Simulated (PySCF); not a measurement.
# [NH3]+ (SMILES [NH3+]): UB2PLYP/SBKJC (core potential)

What is the vertical doublet–quartet gap of [NH3]+ at UB2PLYP/SBKJC (core potential)? Input form: a Python script.

The calculation is run with PySCF 2.14.0.

12 further runs of the same task are left out: 1 that didn't finish, 11 set aside as unsound or not needed.

## Step 1: The molecule

[NH3]+: 4 atoms, total charge +1, spin state doublet. As SMILES, `[NH3+]`. The shape is that of a GFN2-xTB optimisation.

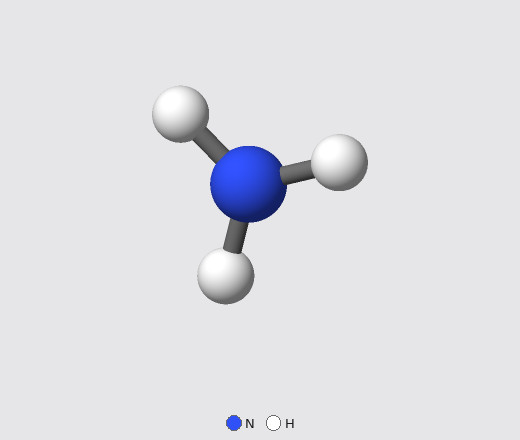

The structure, seen from a chosen angle (nitrogen blue, hydrogen white).

## Step 2: The energy at UB2PLYP/SBKJC (core potential)

calc.py reads:

```python
from pyscf import gto, dft, mp

mol = gto.Mole()
mol.atom = '''
N      0.000265    -0.001550    -0.000624
H      0.965083    -0.451172     1.623842
H     -1.881147    -0.452627    -0.169716
H      0.915799     0.905330    -1.453502
'''
mol.max_memory = 1860
mol.spin = 1
mol.charge = 1
mol.unit = 'bohr'
mol.ecp = {'N': 'sbkjc'}
mol.basis = 'sbkjc'
mol.verbose = 4
mol.build()

myscf = dft.UKS(mol)
myscf.xc = '0.53*HF + 0.47*B88, 0.73*LYP'
myscf.grids.level = 5
myscf.conv_tol = 1e-10
myscf.kernel()
if not myscf.converged:
    myscf = myscf.newton().run(myscf.mo_coeff, myscf.mo_occ)

pt = mp.MP2(myscf).run()
energy = myscf.e_tot + 0.27 * pt.e_corr
print('PT2 part  %.8f' % (0.27 * pt.e_corr))
print('E(%s) = %.9f' % ('B2PLYP', energy))
```

Run with:

```sh
$ OMP_NUM_THREADS=1 python calc.py
```

Standard output:

```text
PySCF version 2.14.0

[INPUT] num. atoms = 4
[INPUT] num. electrons = 7
[INPUT] charge = 1
[INPUT] spin (= nelec alpha-beta = 2S) = 1
[INPUT] symmetry False subgroup None
[INPUT] Mole.unit = bohr
[INPUT] Symbol           X                Y                Z      unit          X                Y                Z       unit  Magmom
[INPUT]  1 N      0.000140231961  -0.000820224677  -0.000330206580 AA    0.000265000000  -0.001550000000  -0.000624000000 Bohr   0.0
[INPUT]  2 H      0.510699930246  -0.238749940605   0.859300180535 AA    0.965083000000  -0.451172000000   1.623842000000 Bohr   0.0
[INPUT]  3 H     -0.995460122791  -0.239519893447  -0.089809839528 AA   -1.881147000000  -0.452627000000  -0.169716000000 Bohr   0.0
[INPUT]  4 H      0.484619960583   0.479080004362  -0.769160134427 AA    0.915799000000   0.905330000000  -1.453502000000 Bohr   0.0

[... 43 lines left out ...]
WARN: HOMO -0.074174544229173 >= LUMO -0.0741745442291729
[... 38 lines left out ...]
converged SCF energy = -11.2337939064913  <S^2> = 0.75548642  2S+1 = 2.0054789
[... 1 line left out ...]
******** <class 'pyscf.mp.ump2.UMP2'> ********
nocc = (np.int64(4), np.int64(3)), nmo = (14, 14)
E(UMP2) = -11.3249907918043  E_corr = -0.0911968853130543
E(SCS-UMP2) = -11.3297999167521  E_corr = -0.0960060102607754
E_corr(same-spin) = -0.0154964447479496
E_corr(oppo-spin) = -0.0757004405651046
PT2 part  -0.02462316
E(B2PLYP) = -11.258417066
```

Wall time 3.3 s (1 thread of Intel Xeon Platinum 8259CL at 2.50GHz (Skylake/Cascade Lake), shared host); peak memory 0.17 GiB.

## Step 3: The quartet at the same level

run.py reads:

```python
from pyscf import gto, dft, mp

molecule = gto.M(
    atom=[
    ('N', (0.000140, -0.000820, -0.000330)),
    ('H', (0.510700, -0.238750, 0.859300)),
    ('H', (-0.995460, -0.239520, -0.089810)),
    ('H', (0.484620, 0.479080, -0.769160)),
],
    charge=1,
    basis='sbkjc',
    spin=3,
    ecp={'N': 'sbkjc'},
    max_memory=1860,
    verbose=3,
)

mf = dft.UKS(molecule)
mf.xc = '0.53*HF + 0.47*B88, 0.73*LYP'
mf.grids.level = 5
mf.conv_tol = 1e-10
mf.kernel()
if not mf.converged:
    mf = mf.newton().run(mf.mo_coeff, mf.mo_occ)

pt = mp.MP2(mf).run()
energy = mf.e_tot + 0.27 * pt.e_corr
print('PT2 part  %.8f' % (0.27 * pt.e_corr))
print('E = %.10f Eh' % energy)
```

Run with:

```sh
$ OMP_NUM_THREADS=1 python run.py
```

Standard output:

```text
WARN: HOMO 0.152922151802327 >= LUMO -0.379184981995851

WARN: HOMO -0.48191133178861 >= LUMO -1.04457255288786

WARN: HOMO -0.385406472790252 >= LUMO -0.725727534084062

WARN: HOMO -0.382164876418817 >= LUMO -0.709221143160138

WARN: HOMO -0.381459984762244 >= LUMO -0.706855730752259

WARN: HOMO -0.3818915488213 >= LUMO -0.705069214803275

WARN: HOMO -0.382010355719966 >= LUMO -0.703012947136622

WARN: HOMO -0.38201639572192 >= LUMO -0.70261532678915

WARN: HOMO -0.385264744590928 >= LUMO -0.695714032872627

WARN: HOMO -0.382661861947062 >= LUMO -0.702538784534907

WARN: HOMO -0.379966833394961 >= LUMO -0.709767871871079

WARN: HOMO -0.381014137622302 >= LUMO -0.70651756234479

WARN: HOMO -0.380369369138911 >= LUMO -0.708454103484357

WARN: HOMO -0.380472939855949 >= LUMO -0.70814959695406

WARN: HOMO -0.380534896797042 >= LUMO -0.708015558458701

WARN: HOMO -0.380482468828811 >= LUMO -0.708149735520112

WARN: HOMO -0.380499249161515 >= LUMO -0.708108088297198

WARN: HOMO -0.380499934719858 >= LUMO -0.708106817406621

WARN: HOMO -0.380500037312543 >= LUMO -0.708106471465317

converged SCF energy = -10.6738114986453  <S^2> = 3.7525902  2S+1 = 4.0012949
E(UMP2) = -10.7502103112197  E_corr = -0.0763988125744435
E(SCS-UMP2) = -10.7532140855237  E_corr = -0.0794025868784154
PT2 part  -0.02062768
E = -10.6944391780 Eh
```

It took 4.5 s on 1 thread of Intel Xeon Platinum 8259CL at 2.50GHz (Skylake/Cascade Lake), shared host; peak memory 0.17 GiB.

## Step 4: Summary of results

Level: UB2PLYP/SBKJC (core potential).

```
                                                         quantity         value
                                            doublet: total energy  -11.25842 Eh
doublet: HOMO energy (SCF part's orbitals) (highest over α and β)     -21.73 eV
 doublet: LUMO energy (SCF part's orbitals) (lowest over α and β)     -10.42 eV
                                                    doublet: ⟨S²⟩         0.755
                                            quartet: total energy  -10.69444 Eh
quartet: HOMO energy (SCF part's orbitals) (highest over α and β)     -10.35 eV
                                                    quartet: ⟨S²⟩         3.753
                 vertical energy of the quartet above the doublet     15.347 eV
```

What this shows: At this shape the quartet lies 15.35 eV (1481 kJ/mol) above the doublet. Mulliken charges (doublet) run from -0.35 on N1 to +0.45 on H2.
